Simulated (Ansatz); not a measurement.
**VP2Rh, from a guessed structure to a relaxed one**

Starting from a made-up structure for VP2Rh, the aim is the relaxed cell, its shortest contacts and, where a second run follows, its electronic structure.

Program: Ansatz 0.2.0. Level of theory: DFT, PBEsol, plane-wave PAW, files of the set soft_1, scalar-relativistic, ferromagnetic start, cell and ions relaxed at zero pressure; PAW set soft_1, in the first sound run; inputs show where later runs differ. Results are calculated unless marked as measured.

## (1) The starting structure

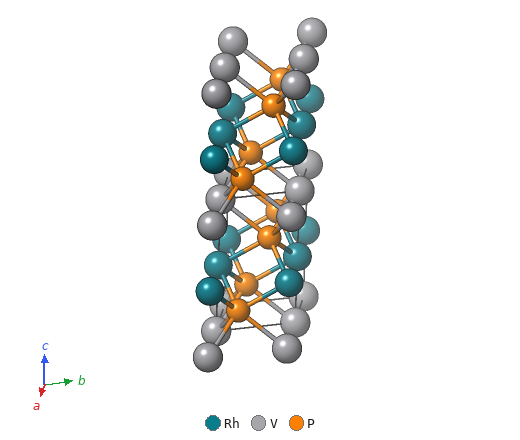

Start, viewed slightly off an axis; rhodium blue, vanadium grey, phosphorus orange. 2×1×2 cells are drawn. Bonds to atoms that aren't drawn are left out. Some periodic images of atoms are drawn too.

Coordinates:

```cif
data_structure
_symmetry_space_group_name_H-M 'P 1'
_symmetry_Int_Tables_number 1
_cell_length_a 3.5480
_cell_length_b 3.5480
_cell_length_c 5.6480
_cell_angle_alpha 90.000
_cell_angle_beta 90.000
_cell_angle_gamma 120.000
_cell_volume 61.57
loop_
_atom_site_label
_atom_site_type_symbol
_atom_site_fract_x
_atom_site_fract_y
_atom_site_fract_z
_atom_site_occupancy
Rh1 Rh 0.00000 0.00000 0.50000 1
V2 V 0.00000 0.00000 0.00000 1
P3 P 0.33333 0.66667 0.73330 1
P4 P 0.66667 0.33333 0.26670 1
```

## (2) Relaxing cell and atoms

The guess takes its coordinates from another compound and its volume from a rule, so the cell and any free coordinates are relaxed together.

File input.yaml:

```yaml
crystal:
  lattice:
    - [3.548, 0.0, 0.0]
    - [-1.774, 3.072658133, 0.0]
    - [0.0, 0.0, 5.648]
  atoms:
    - { symbol: Rh, position: [0.0, 0.0, 0.5], spin: 0.6 }
    - { symbol: V, position: [0.0, 0.0, 0.0], spin: 2.0 }
    - { symbol: P, position: [0.333333333, 0.666666667, 0.7333] }
    - { symbol: P, position: [0.666666667, 0.333333333, 0.2667] }
magnetization:
  spin_polarized: true
kpoints:
  mp_grid: { grid: [9, 9, 5] }
scf:
  occupations: { method: fermi_dirac, width: 0.05 }
hamiltonian:
  xc: pbesol
  pseudopotentials: { kind: paw, azcp: { folder: soft_1 }, xc_functional: pbe }
relax:
  f_tol: 0.015
  max_steps: 70
  cell: {}
output:
  forces: true
  stress: true
```

Launch:

```
> ansatz run input.yaml --threads 4 --pin off --max-ram 8192MiB --backend cpu --events-out ev --progress --plain --runs-dir out
```

Numbers of over 12 decimals in the logs are rounded to 6 here.

Output:

```text
Engine: ansatz 0.2.0, aarch64-unknown-linux-gnu
Pseudopotentials: kind: paw
Pseudopotential: Rh, paw, valence charge 17, recommended cutoff 420 eV (normal), soft_1/Rh.paw.azcp
Pseudopotential: V, paw, valence charge 13, recommended cutoff 420 eV (normal), soft_1/V.paw.azcp
Pseudopotential: P, paw, valence charge 5, recommended cutoff 420 eV (normal), soft_1/P.paw.azcp
Functional definition: PBEsol
  exchange = pbesol_x
  correlation = pbesol_c
Crystal: 4 atoms, lattice volume = 61.573 Å³
Basis set: ecut = 420 eV, 1177 PW (Γ), exchange–correlation on 48×48×80 points (8 copies of the dense FFT grid, shifted against one another)
Bands: 26, of which v1, the nominal top of the filled ones, is band 20 counted from 1 (19 counted from 0)
Symmetry: 12 space group operations
Space group: P-3m1 (ITA 164), of the structure as read, at distance tolerance 3.9e-5 Å
Magnetic group: BNS 164.85 (UNI 1315), of the structure as read, at distance tolerance 3.9e-5 Å
k-points: 50 of 405
Non-local potential: Rh, projectors of the file, l = 0: 3, l = 1: 2, l = 2: 2, l = 3: 1
Non-local potential: V, projectors of the file, l = 0: 3, l = 1: 2, l = 2: 3, l = 3: 1
Non-local potential: P, projectors of the file, l = 0: 2, l = 1: 2, l = 2: 1
PAW form: soft (Blöchl's): semilocal exchange-correlation on the pseudo side does not see the compensation charge
PAW frozen core: Rh, regenerated for the run's functional, and the local potential with it (the file was generated under x = pbe(κ = 0.804, μ = 0.219515), c = pbe(β = 0.066725))
PAW frozen core: V, regenerated for the run's functional, and the local potential with it (the file was generated under x = pbe(κ = 0.804, μ = 0.219515), c = pbe(β = 0.066725))
PAW frozen core: P, regenerated for the run's functional, and the local potential with it (the file was generated under x = pbe(κ = 0.804, μ = 0.219515), c = pbe(β = 0.066725))
PAW one-centre angular grid: Rh, 590 points (default); XC on 64 Gauss nodes
PAW one-centre angular grid: V, 590 points (default); XC on 64 Gauss nodes
PAW one-centre angular grid: P, 110 points (default); XC on 64 Gauss nodes
Initial density: superposition of atomic densities (chi_scale 0.1, normalization cell, long waves kept (reshape's long-wave potential 0.02 eV rms))
Starting moments: Σ|m| = 2.6 μB on 2 of 4 sites
Initial wavefunctions: pseudopotential atomic-orbital guess
Functional: x = pbesol(κ = 0.804, μ = 0.123457), c = pbesol(β = 0.046)
SCF iter   1: F=—  HF=-10707.766751 eV  |F-HF|=—  |Δ(HF+E_count)|=         —  Δρ=6.14e-2 (↑6.14e-2 ↓5.39e-2)  dr2=1.41e1  dr2_m=1.24e-1  M=1.852 μB ∫|m|=2.081 μB  β_m=0.30  ethr=3.10e-3  ⟨swp⟩=6.2  Hψ=11848  notcnv=0
Mixer restart at iter 1: flushing history
preconditioner: auto → Kerker (q_TF=auto, 2.539 Å⁻¹)  [metal: Δε(μ)=0.011 eV  Ē_g=6.650 eV  σ=0.050 eV  W_gap=0.06  n_scr=22 (ndim 8)  ℏωp=23.2 eV  f_vac=0.000  D(μ)=3.67/eV (n_scr^D=34)]
spin=Collinear: Kerker preconditioning applied to the charge; magnetization (m = ρ↑ − ρ↓) channel mixes plain (no charge-response kernel on spin).
SCF iter   2: F=—  HF=-10706.751946 eV  |F-HF|=—  |Δ(HF+E_count)|=    1.01e0  Δρ=3.33e-2 (↑3.33e-2 ↓3.06e-2)  dr2=5.07e0  dr2_m=8.47e-2  M=1.752 μB ∫|m|=2.009 μB  β_m=0.46  ethr=3.10e-3  ⟨swp⟩=2.7  Hψ=5909  notcnv=0  defer=48
SCF iter   3: F=—  HF=-10706.450321 eV  |F-HF|=—  |Δ(HF+E_count)|=   3.02e-1  Δρ=1.55e-2 (↑1.24e-2 ↓1.55e-2)  dr2=7.17e-1  dr2_m=4.62e-2  M=1.500 μB ∫|m|=1.799 μB  β_m=0.73  ethr=3.10e-3  ⟨swp⟩=3.0  Hψ=4663  notcnv=0  defer=47
SCF iter   4: F=—  HF=-10706.500114 eV  |F-HF|=—  |Δ(HF+E_count)|=   4.98e-2  Δρ=7.07e-3 (↑7.07e-3 ↓5.34e-3)  dr2=3.10e-2  dr2_m=1.63e-2  M=1.119 μB ∫|m|=1.441 μB  β_m=0.86  ethr=1.79e-3  ⟨swp⟩=3.4  Hψ=5575  notcnv=0  defer=42
SCF iter   5: F=—  HF=-10706.657678 eV  |F-HF|=—  |Δ(HF+E_count)|=         —  Δρ=2.43e-2 (↑2.43e-2 ↓1.67e-2)  dr2=6.16e-2  dr2_m=2.35e-1  M=0.486 μB ∫|m|=0.731 μB  β_m=0.86  ethr=7.74e-5  ⟨swp⟩=2.2  Hψ=4237  notcnv=0  defer=42
Mixer restart at iter 5: flushing history
SCF iter   6: F=—  HF=-10706.625438 eV  |F-HF|=—  |Δ(HF+E_count)|=   3.22e-2  Δρ=1.23e-2 (↑7.66e-3 ↓1.23e-2)  dr2=1.87e-2  dr2_m=5.37e-2  M=0.301 μB ∫|m|=0.490 μB  β_m=0.93  ethr=7.74e-5  ⟨swp⟩=2.7  Hψ=5392  notcnv=0  defer=40
SCF iter   7: F=—  HF=-10706.637122 eV  |F-HF|=—  |Δ(HF+E_count)|=   1.17e-2  Δρ=9.15e-3 (↑9.15e-3 ↓3.58e-3)  dr2=2.42e-2  dr2_m=2.02e-2  M=0.154 μB ∫|m|=0.259 μB  β_m=0.97  ethr=4.67e-5  ⟨swp⟩=3.5  Hψ=5960  notcnv=0  defer=6
SCF iter   8: F=—  HF=-10706.629364 eV  |F-HF|=—  |Δ(HF+E_count)|=   7.76e-3  Δρ=2.05e-3 (↑6.33e-4 ↓2.05e-3)  dr2=3.71e-3  dr2_m=8.99e-4  M=0.056 μB ∫|m|=0.093 μB  β_m=0.98  ethr=4.67e-5  ⟨swp⟩=2.3  Hψ=5355  notcnv=0  defer=6
SCF iter   9: F=—  HF=-10706.628496 eV  |F-HF|=—  |Δ(HF+E_count)|=   8.68e-4  Δρ=1.34e-3 (↑1.07e-3 ↓1.34e-3)  dr2=5.26e-3  dr2_m=2.06e-5  M=-0.005 μB ∫|m|=0.010 μB  β_m=0.99  ethr=9.27e-6  ⟨swp⟩=2.0  Hψ=5217  notcnv=0  defer=5
SCF iter  10: F=—  HF=-10706.629181 eV  |F-HF|=—  |Δ(HF+E_count)|=   6.86e-4  Δρ=8.98e-4 (↑8.98e-4 ↓6.55e-4)  dr2=2.34e-3  dr2_m=1.82e-5  M=0.003 μB ∫|m|=0.005 μB  β_m=1.00  ethr=9.27e-6  ⟨swp⟩=1.7  Hψ=2781  notcnv=0  defer=5
SCF iter  11: F=—  HF=-10706.629176 eV  |F-HF|=—  |Δ(HF+E_count)|=   5.68e-6  Δρ=3.44e-4 (↑3.44e-4 ↓1.16e-4)  dr2=1.90e-4  dr2_m=8.78e-6  M=0.008 μB ∫|m|=0.012 μB  β_m=0.83  ethr=5.84e-6  ⟨swp⟩=1.9  Hψ=2822  notcnv=0  defer=5
SCF iter  12: F=—  HF=-10706.629169 eV  |F-HF|=—  |Δ(HF+E_count)|=   6.92e-6  Δρ=1.02e-4 (↑1.02e-4 ↓7.46e-5)  dr2=1.84e-6  dr2_m=4.27e-6  M=0.003 μB ∫|m|=0.004 μB  β_m=0.92  ethr=4.75e-7  ⟨swp⟩=2.2  Hψ=3552  notcnv=0  defer=5
SCF iter  13: F=—  HF=-10706.629172 eV  |F-HF|=—  |Δ(HF+E_count)|=   3.29e-6  Δρ=1.22e-5 (↑8.40e-6 ↓1.22e-5)  dr2=1.70e-7  dr2_m=4.21e-8  M=-0.000 μB ∫|m|=0.000 μB  β_m=0.96  ethr=4.61e-9  ⟨swp⟩=2.2  Hψ=4439  notcnv=0  defer=5
SCF iter  14: F=—  HF=-10706.629172 eV  |F-HF|=—  |Δ(HF+E_count)|=   2.70e-9  Δρ=1.00e-5 (↑3.63e-6 ↓1.00e-5)  dr2=6.35e-8  dr2_m=2.36e-8  M=-0.000 μB ∫|m|=0.000 μB  β_m=0.98  ethr=4.25e-10  ⟨swp⟩=2.2  Hψ=3751  notcnv=0  defer=5
SCF iter  15: F=—  HF=-10706.629172 eV  |F-HF|=—  |Δ(HF+E_count)|=  1.73e-10  Δρ=1.52e-6 (↑1.52e-6 ↓6.48e-7)  dr2=1.62e-9  dr2_m=5.38e-10  M=0.000 μB ∫|m|=0.000 μB  β_m=0.99  ethr=1.59e-10  ⟨swp⟩=2.0  Hψ=3989  notcnv=0  defer=5
SCF iter  16: F=—  HF=-10706.629172 eV  |F-HF|=—  |Δ(HF+E_count)|=  1.84e-10  Δρ=3.98e-7 (↑1.63e-7 ↓3.98e-7)  dr2=3.58e-10  dr2_m=1.37e-11  M=-0.000 μB ∫|m|=0.000 μB  β_m=0.95  ethr=4.06e-12  ⟨swp⟩=2.2  Hψ=3746  notcnv=0  defer=5
[...]
SCF 3 converged in 10 iterations: F = -10707.118496 eV  dr2 = 1.18e-9
relax step   3: F+E_penalty+E_count = -10707.11849628 eV  Δ(F+E_penalty+E_count) = -2.780e-2 eV  max|allowed force component| = 5.968e-2 eV/Å  Δτ_max = 0.0246 Å  P = +1.108 GPa  Ω = 54.178 Å³  energy of the carried Pulay correction = +3.052e-3 eV  (10 SCF iters, dr2 threshold 4.00e-7 eV, accepted)
[...]
relax step   4: F+E_penalty+E_count = -10707.11955449 eV  Δ(F+E_penalty+E_count) = -1.058e-3 eV  max|allowed force component| = 8.028e-3 eV/Å  Δτ_max = 0.0014 Å  P = -0.054 GPa  Ω = 54.492 Å³  energy of the carried Pulay correction = +2.915e-3 eV  (9 SCF iters, dr2 threshold 4.00e-7 eV, accepted)
[...]
relax step   5: F+E_penalty+E_count = -10707.11956977 eV  Δ(F+E_penalty+E_count) = -1.528e-5 eV  max|allowed force component| = 1.116e-3 eV/Å  Δτ_max = 0.0006 Å  P = +0.003 GPa  Ω = 54.475 Å³  energy of the carried Pulay correction = +2.922e-3 eV  (9 SCF iters, dr2 threshold 1.61e-8 eV, accepted)
Initial wavefunctions: pseudopotential atomic-orbital guess (no wavefunctions were taken with the density)
iter 1 solved again at ethr=1.79e-7 eV; its pass at ethr=3.10e-3 eV (dr2=7.14e-5 eV) is discarded
SCF iter   1: F=—  HF=-10707.117150 eV  |F-HF|=—  |Δ(HF+E_count)|=         —  Δρ=1.71e-4 (↑1.71e-4 ↓1.71e-4)  dr2=5.85e-5  dr2_m=6.18e-13  M=-0.000 μB ∫|m|=0.000 μB  β_m=0.65  ethr=1.79e-7  ⟨swp⟩=3.0  Hψ=18744  notcnv=0
SCF iter   2: F=—  HF=-10707.117129 eV  |F-HF|=—  |Δ(HF+E_count)|=   2.04e-5  Δρ=1.66e-4 (↑1.66e-4 ↓1.66e-4)  dr2=1.37e-4  dr2_m=1.58e-13  M=-0.000 μB ∫|m|=0.000 μB  β_m=0.22  ethr=1.46e-7  ⟨swp⟩=2.2  Hψ=4474  notcnv=0
SCF iter   3: F=—  HF=-10707.117128 eV  |F-HF|=—  |Δ(HF+E_count)|=   6.43e-7  Δρ=7.34e-5 (↑7.34e-5 ↓7.34e-5)  dr2=1.07e-5  dr2_m=2.00e-13  M=-0.000 μB ∫|m|=0.000 μB  β_m=0.61  ethr=1.46e-7  ⟨swp⟩=2.0  Hψ=3574  notcnv=0
SCF iter   4: F=—  HF=-10707.117148 eV  |F-HF|=—  |Δ(HF+E_count)|=   1.97e-5  Δρ=2.55e-5 (↑2.55e-5 ↓2.55e-5)  dr2=3.57e-6  dr2_m=3.07e-14  M=-0.000 μB ∫|m|=0.000 μB  β_m=0.81  ethr=2.68e-8  ⟨swp⟩=2.3  Hψ=4084  notcnv=0
SCF iter   5: F=—  HF=-10707.117154 eV  |F-HF|=—  |Δ(HF+E_count)|=   5.90e-6  Δρ=1.39e-5 (↑1.39e-5 ↓1.39e-5)  dr2=7.43e-7  dr2_m=6.70e-15  M=-0.000 μB ∫|m|=0.000 μB  β_m=0.75  ethr=8.92e-9  ⟨swp⟩=2.0  Hψ=3686  notcnv=0
SCF iter   6: F=—  HF=-10707.117155 eV  |F-HF|=—  |Δ(HF+E_count)|=   1.12e-6  Δρ=6.79e-6 (↑6.79e-6 ↓6.78e-6)  dr2=2.18e-7  dr2_m=6.92e-15  M=-0.000 μB ∫|m|=0.000 μB  β_m=0.60  ethr=1.86e-9  ⟨swp⟩=2.4  Hψ=4186  notcnv=0
SCF iter   7: F=—  HF=-10707.117156 eV  |F-HF|=—  |Δ(HF+E_count)|=   4.44e-7  Δρ=1.65e-6 (↑1.65e-6 ↓1.65e-6)  dr2=1.49e-8  dr2_m=5.56e-15  M=-0.000 μB ∫|m|=0.000 μB  β_m=0.64  ethr=5.46e-10  ⟨swp⟩=2.1  Hψ=4168  notcnv=0
SCF iter   8: F=—  HF=-10707.117156 eV  |F-HF|=—  |Δ(HF+E_count)|=   5.32e-8  Δρ=1.09e-6 (↑1.09e-6 ↓1.08e-6)  dr2=4.20e-9  dr2_m=2.99e-15  M=-0.000 μB ∫|m|=0.000 μB  β_m=0.60  ethr=3.74e-11  ⟨swp⟩=2.5  Hψ=4393  notcnv=0
SCF iter   9: F=—  HF=-10707.117156 eV  |F-HF|=—  |Δ(HF+E_count)|=   1.70e-8  Δρ=7.61e-8 (↑7.61e-8 ↓7.35e-8)  dr2=1.88e-11  dr2_m=1.68e-15  M=-0.000 μB ∫|m|=0.000 μB  β_m=0.68  ethr=1.05e-11  ⟨swp⟩=2.5  Hψ=4634  notcnv=0
SCF iter  10: F=—  HF=-10707.117157 eV  |F-HF|=—  |Δ(HF+E_count)|=   1.60e-6  Δρ=2.78e-7 (↑2.78e-7 ↓2.78e-7)  dr2=4.97e-11  dr2_m=3.63e-16  M=-0.000 μB ∫|m|=0.000 μB  β_m=0.68  ethr=1.00e-12  ⟨swp⟩=2.2  Hψ=4576  notcnv=0
SCF iter  11: F=—  HF=-10707.117157 eV  |F-HF|=—  |Δ(HF+E_count)|=  7.28e-12  Δρ=2.66e-7 (↑2.66e-7 ↓2.66e-7)  dr2=4.69e-11  dr2_m=3.36e-16  M=-0.000 μB ∫|m|=0.000 μB  β_m=0.74  ethr=1.00e-12  ⟨swp⟩=1.0  Hψ=2600  notcnv=0
SCF iter  12: F=—  HF=-10707.117157 eV  |F-HF|=—  |Δ(HF+E_count)|=  4.73e-11  Δρ=3.68e-8 (↑3.68e-8 ↓3.68e-8)  dr2=9.44e-13  dr2_m=1.62e-18  M=-0.000 μB ∫|m|=0.000 μB  β_m=0.78  ethr=1.00e-12  ⟨swp⟩=1.0  Hψ=2600  notcnv=0
SCF iter  13: F=-10707.117157 eV  HF=-10707.117157 eV  |F-HF|=0.00e0  |Δ(HF+E_count)|=  7.28e-12  Δρ=1.74e-8 (↑1.74e-8 ↓1.74e-8)  dr2=8.64e-13  dr2_m=2.10e-19  M=-0.000 μB ∫|m|=0.000 μB  ethr=1.00e-12  ⟨swp⟩=2.0  Hψ=6694  notcnv=0
the starting moments were not kept: the SCF closed with an absolute magnetisation of 7.2e-10 μB, where they sum to 2.6 μB in size (2 sites). That is at most 0.1 of that sum. Measured as dr2_m measures the in/out step, that magnetisation stands 1.2e-19 eV from none, at or under the dr2_threshold of 4.0e-11 eV: it is no larger than a step whose dr2_m would equal this threshold.
SCF 6 converged in 13 iterations: F = -10707.117157 eV  dr2 = 8.64e-13
relax step   6: F+E_penalty+E_count = -10707.11715735 eV  Δ(F+E_penalty+E_count) = +2.412e-3 eV  max|allowed force component| = 1.516e-3 eV/Å  Δτ_max = 0.0000 Å  P = +0.007 GPa  Ω = 54.475 Å³  stress off target by 4.69e-2 GPa  SCF on the basis re-selected at this cell (its energy is not comparable with the rows above)  (13 SCF iters)
basis re-selected at this cell: Δ(F+E_penalty+E_count) = +2.412e-3 eV, ΔP = +0.003 GPa vs the last step (what re-selecting the basis moved, of the pressure what is left beyond the Pulay correction that the steps carried, after the strain that the cell walked since its last selection, with what the two solves' SCF thresholds leave and, on support functions, any second-order correction that the steps lacked; it is no m [...]
SCF converged after 13 iterations
Magnetization: -0.0000 μB (20.0000 up, 20.0000 down)
Absolute magnetization: 0.0000 μB (∫|ρ↑−ρ↓|, with the PAW one-centre terms)
Spin contamination: 0.0000 ħ² per cell (⟨S²⟩ above its minimum at these occupations)
Per-site moments (μB) at R_I (Å): [(-1.2574893020194528e-11, 0.982238), (-3.19708984199057e-10, 0.989224), (2.2363084493197507e-11, 0.982238), (2.236284547818072e-11, 0.982238)]
Free energy (F): -10707.117157 eV
Harris-Foulkes:  -10707.117157 eV  (|F-HF|=0.00e0)
Internal energy: -10707.102521 eV  (E = F + TS)
E sigma→0 (E₀):  -10707.109839 eV
Entropy (-TS):   -0.014637 eV (-3.659 meV/atom)
Fermi energy:    15.658217 eV
--- Per-component energies (eV) ---
  E_band       = -282.430919
  E_kinetic    = 980.839715
  E_local      = -3361.205157  (includes V_loc(G=0)·N_el)
  E_nonlocal   = 449.488395
  E_hartree    = 1347.418534
  E_xc         = -463.530047
  E_vxc        = -525.719473  (∫ρ·V_xc dr)
  E_paw        = -5727.938551  (= ΣΔE_a)
  E_vpaw       = -520.672575  (= ΣTr[D̂ρ^β])
  E_aug_tail   = 0.001163  (compensation charges beyond the density's cutoff)
  E_ewald      = -3932.694645
  E_core_change = 0.518072  (= ΣΔE_core)
  E_smearing   = -0.014637  (= −TS)
  E_closure    = 0.000000  (closes the sum)
  Σ components = -10707.117157   (vs F -10707.117157, Δ=0.00e0)
--- Forces (eV/Å), atoms counted from 1 ---
  atom   1  Rh    -0.00000000     0.00000000     0.00000000
  atom   2  V     -0.00000000     0.00000000     0.00000000
  atom   3  P      0.00000000    -0.00000000    -0.00151602
  atom   4  P     -0.00000000     0.00000000     0.00151602
  max |Σ_I F_I| component: 5.27e-31 eV/Å
--- Stress (GPa, compression-positive) ---
       -0.013482       0.000000      -0.000000
        0.000000      -0.013482       0.000000
        0.000000      -0.000000       0.046880
  P = ⅓ Tr σ = 0.0066 GPa (0.066 kbar)
--- Relaxed structure (5 steps of the walk, 5 accepted, 1 SCFs on fresh bases) ---
  F+E_penalty+E_count = -10707.11715735 eV   max|allowed force component| = 1.516e-3 eV/Å   (the final SCF, on the basis selected at the relaxed cell)
  cell:  # Å, volume = 54.4750 Å³
    - [3.317078, 0.0, 0.0]
    - [-1.658539, 2.872674, 0]
    - [0.0, 0, 5.716825]
  atoms:
    - { symbol: Rh, position: [0, 0, 0.500000] }
    - { symbol: V, position: [0, 0, 1.4877065929112355e-19] }
    - { symbol: P, position: [0.333333, 0.666667, 0.747524] }
    - { symbol: P, position: [0.666667, 0.333333, 0.252476] }
```

The job ended after 19 s (4 threads of Arm Neoverse V1, shared host; peak memory 0.46 GiB; 67 s of CPU time).

Step by step:

```tsv
step	energy less that of the first step (eV)	largest force component (eV/Å)	pressure (GPa)	volume (Å³)
1	0.0000	0.4453	-16.41	61.57
2	-0.4615	0.2577	-0.70	55.11
3	-0.4893	0.0597	1.11	54.18
4	-0.4904	0.0080	-0.05	54.49
5	-0.4904	0.0011	0.00	54.47
6*	-0.4880	0.0015	0.01	54.47
```

Relaxation steps marked * repeat the geometry before them on a plane-wave basis chosen anew for their cell, so energy and pressure can jump there.

The run keeps the 12 symmetry operations that it works with, so distortions that break them were not tested.

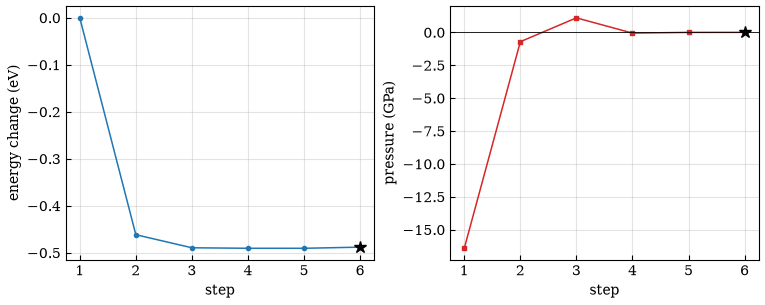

Energy and pressure along the relaxation. Stars mark steps on a basis chosen anew.

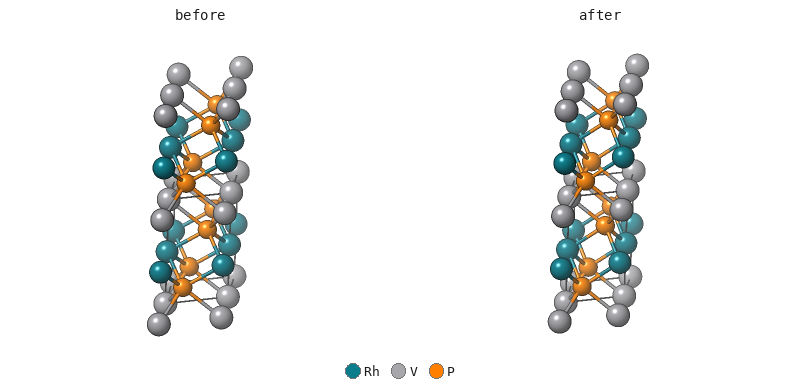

The structure before and after the relaxation, drawn at the same scale. Bonds to atoms that aren't drawn are left out.

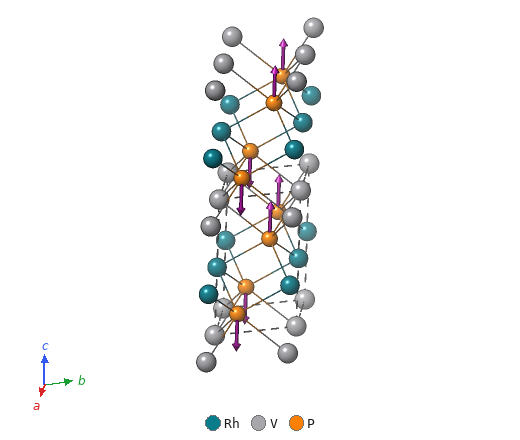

Displacements in the relaxation, exaggerated, measured against the changing cell; the longest in the cell stands for 0.08 Å. Bonds to atoms that aren't drawn are left out. 2×1×2 cells are drawn. Some periodic images of atoms are drawn too.

```tsv
conventional cell, symmetrised	before	after	change
a (Å)	3.548	3.317	-6.5 %
b (Å)	3.548	3.317	-6.5 %
c (Å)	5.648	5.717	+1.2 %
volume (Å³/atom)	15.39	13.62	-11.5 %
```

The atoms that moved most (Å, as changes of fractional coordinates times the final cell):

```tsv
atom	dx	dy	dz	length
P4	0.000	0.000	-0.081	0.081
P3	0.000	0.000	0.081	0.081
```

The relaxed structure:

```xyz
4
Lattice="3.3171 0.0000 0.0000 -1.6585 2.8727 0.0000 0.0000 0.0000 5.7168" Properties=species:S:1:pos:R:3 pbc="T T T"
Rh    0.0000    0.0000    2.8584
V     0.0000    0.0000    0.0000
P     0.0000    1.9151    4.2735
P     1.6585    0.9576    1.4434
```

This step gave:

```yaml
free_energy: -10707.1172 eV
energy_at_zero_smearing: -10707.1098 eV
smearing_term_ts: 0.01464 eV
fermi_energy: 15.66 eV
electrons: 40
symmetry_operations: 12
pressure: 0.006638 GPa
```

The shortest distance of each pair, which need not be the same contact before and after:

```tsv
pair	guess (Å)	relaxed (Å)
P–Rh	2.436	2.381
P–V	2.543	2.398
Rh–V	2.824	2.858
Rh–Rh	3.548	3.317
V–V	3.548	3.317
```

The relaxation ends with a largest force component of 0.0015 eV/Å and a pressure of 0.01 GPa. No moment survives the cycle: this start ends non-magnetic.

(Part 1 of 2 ends here.)

[Logs are printed without paths, hosts, clocks, repeated set-up lines and the standing remarks that a program may print on its own settings, such as how far it seeks lower states.]

[Hosts, paths, dates, database ids (printed as entryN), source tags and the programs' standing remarks are cut or masked in the printed files.]
